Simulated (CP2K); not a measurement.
# C2H7NOSi (SMILES NCC1O[SiH2]1), run twice

Aim: the energy of C2H7NOSi at AM1.

Program for the calculation: CP2K 2026.2.

4 further runs of the same task are left out: 4 set aside as unsound or not needed.

### Step 1. Starting point

C2H7NOSi has 12 atoms, charge 0, and is taken as a singlet. SMILES: `NCC1O[SiH2]1`. The shape comes from a force field and isn't a relaxed structure. This is one conformer, not always the lowest.

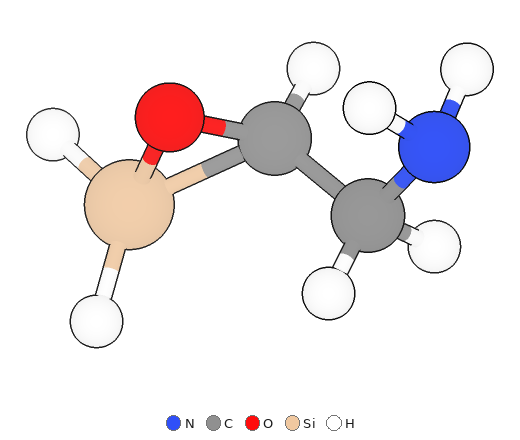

Viewed from a chosen angle; nitrogen blue, carbon grey, oxygen red, silicon light orange, hydrogen white.

### Step 2. First attempt

mol.inp

```
&global
  project_name mol
  run_type FREQ
  print_level MEDIUM
&end
&force_eval
  method Quickstep
  &dft
    charge 0
    multiplicity 1
    &qs
      method AM1
      eps_default 1.0E-10
      &se
        &coulomb
          cutoff [angstrom] 50
          rc_range [angstrom] 0
        &end
        &exchange
          cutoff [angstrom] 50
          rc_range [angstrom] 0
        &end
      &end
    &end
    &poisson
      periodic NONE
      poisson_solver ANALYTIC
    &end
    &scf
      scf_guess ATOMIC
      eps_scf 1.0E-06
      max_scf 100
      &diagonalization
        algorithm STANDARD
      &end
      &mixing
        method DIRECT_P_MIXING
        alpha 0.4
      &end
    &end
    &print
      &moments
        periodic F
        reference COM
        max_moment 1
      &end
      &mo ON
        energies T
        occupation_numbers T
        ndigits 6
        &each
          qs_scf 0
        &end
        add_last NUMERIC
      &end
      &hirshfeld OFF
      &end
    &end
  &end
  &subsys
    &cell
      abc [angstrom] 15.8 15.5 16.5
      periodic NONE
    &end
    &coord
      N     -1.291600    -0.760300     1.394200
      C     -0.098100    -0.846200     0.635400
      C      0.225600     0.492000     0.075600
      O     -0.410700     0.922600    -1.054500
      Si     1.071500     0.624900    -1.568700
      H     -2.047000    -0.332200     0.740200
      H     -1.207400     0.001100     2.104400
      H     -0.190400    -1.588000    -0.146800
      H      0.699000    -1.179600     1.350600
      H      0.536800     1.221900     0.859700
      H      1.074500    -0.540100    -2.437700
      H      1.714800     1.928600    -1.918500
    &end
    &topology
      &center_coordinates
      &end
    &end
  &end
&end
```

Run with:

```
$ OMP_NUM_THREADS=1 cp2k.psmp -i mol.inp -o mol.out
```

The log of the run:

```text
*******************************************************************************
 *   ___                                                                       *
 *  /   \                                                                      *
 * [ABORT]                                                                     *
 *  \___/                   invalid value for enumeration:FREQ                 *
 *    |                                                                        *
 *  O/|                                                                        *
 * /| |                                                                        *
 * / \                                     input/input_enumeration_types.F:215 *
 *******************************************************************************

 ===== Routine Calling Stack =====

            4 val_create_parsing
            3 section_vals_parse
            2 section_vals_parse
            1 read_input

Program received signal SIGABRT: Process abort signal.

Backtrace for this error:
#0  0x4608d08df957 in ???
#1  0x4608f1194cac in __pthread_kill_implementation
#2  0x4608f113bfb7 in raise
#3  0x4608f1125d37 in abort
#4  0x4608d0fb2d83 in ???
#5  0x4608d0fb4297 in ???
#6  0x4608d0fb4497 in ???
#7  0x4608d111226f in ???
#8  0x4608d112183b in ???
#9  0x4608d112367b in ???
#10  0x4608d11238f7 in ???
#11  0x4608d09f9807 in ???
#12  0x4608d1264e8b in ???
#13  0x4608d1269d0b in ???
#14  0x4608d0980db3 in ???
#15  0x4608d097ef13 in ???
#16  0x4608f1126573 in __libc_start_call_main
#17  0x4608f1126657 in __libc_start_main_impl
#18  0x4608d097f06f in ???
#19  0xffffffffffffffff in ???
```

It took 0.18 s on 1 thread of Arm Neoverse V2, shared host.

### Step 3. Diagnosis

The input was rejected.

The log says `\___/                   invalid value for enumeration:FREQ`. The fault: unknown run type.

### Step 4. The mended input

gas.inp

```
&GLOBAL
    PROJECT gas
    RUN_TYPE ENERGY
    PRINT_LEVEL MEDIUM
&END

&FORCE_EVAL
    METHOD Quickstep
    &DFT
        CHARGE 0
        MULTIPLICITY 1
        &QS
            METHOD AM1
            EPS_DEFAULT 1.0E-10
            &SE
                &COULOMB
                    CUTOFF [angstrom] 50
                    RC_RANGE [angstrom] 0
                &END
                &EXCHANGE
                    CUTOFF [angstrom] 50
                    RC_RANGE [angstrom] 0
                &END
            &END
        &END
        &POISSON
            PERIODIC NONE
            POISSON_SOLVER ANALYTIC
        &END
        &SCF
            SCF_GUESS ATOMIC
            EPS_SCF 1.0E-06
            MAX_SCF 100
            &DIAGONALIZATION
                ALGORITHM STANDARD
            &END
            &MIXING
                METHOD DIRECT_P_MIXING
                ALPHA 0.4
            &END
        &END
        &PRINT
            &MOMENTS
                PERIODIC F
                REFERENCE COM
                MAX_MOMENT 1
            &END
            &MO ON
                ENERGIES T
                OCCUPATION_NUMBERS T
                NDIGITS 6
                &EACH
                    QS_SCF 0
                &END
                ADD_LAST NUMERIC
            &END
            &HIRSHFELD OFF
            &END
        &END
    &END
    &SUBSYS
        &CELL
            ABC [angstrom] 15.8 15.5 16.5
            PERIODIC NONE
        &END
        &COORD
            N     -1.291600    -0.760300     1.394200
            C     -0.098100    -0.846200     0.635400
            C      0.225600     0.492000     0.075600
            O     -0.410700     0.922600    -1.054500
            Si     1.071500     0.624900    -1.568700
            H     -2.047000    -0.332200     0.740200
            H     -1.207400     0.001100     2.104400
            H     -0.190400    -1.588000    -0.146800
            H      0.699000    -1.179600     1.350600
            H      0.536800     1.221900     0.859700
            H      1.074500    -0.540100    -2.437700
            H      1.714800     1.928600    -1.918500
        &END
        &TOPOLOGY
            &CENTER_COORDINATES
            &END
        &END
    &END
&END
```

Run with:

```
$ OMP_NUM_THREADS=1 cp2k.psmp -i gas.inp -o gas.out
```

The log of the run:

```text
CP2K| version string:                                       CP2K version 2026.2
[...]
 GLOBAL| Method name                                                        CP2K
[...]
 GLOBAL| Run type                                                         ENERGY
[...]
                             - Atoms:                                         12
[...]
                             - Spherical basis functions:                     27
[...]
 Number of electrons:                                                         30
[...]
     1 P_Mix/Diag. 0.40E+00    0.0     0.67762016       -27.4918771797 -2.75E+01
[...]
    18 DIIS/Diag.  0.15E-06    0.0     0.00000085       -35.3276892949 -1.25E-11
  *** SCF run converged in    18 steps ***
  Core-core repulsion energy [eV]:                           2312.97268884284449
  Core Hamiltonian energy [eV]:                             -1532.07414667208218
  Two-electron integral energy [eV]:                        -3484.42771267716034
  Electronic energy [eV]:                                   -3274.28800301066212
  Total energy [eV]:                                         -961.31531416781786
  Atomic reference energy [eV]:                               961.73515978987268
  Heat of formation [kcal/mol]:                                 9.68187081650102
[...]
 SE_DIPOLE| Moment [Debye]         -2.64068744      -0.65705116       0.22255797
 SE_DIPOLE| Derivative [a.u.]       0.00000000       0.00000000       0.00000000
 ENERGY| Total FORCE_EVAL ( QS ) energy [hartree]            -35.327689294868371
[...]
```

It took 0.2 s on 1 thread of Arm Neoverse V2, shared host.

### Step 5. What came out

At AM1:

| quantity | value |
| --- | --- |
| total energy | -35.32769 Eh |
| dipole moment | 2.73 D |
| HOMO energy | -9.39 eV |
| heat of formation | 9.7 kcal/mol |
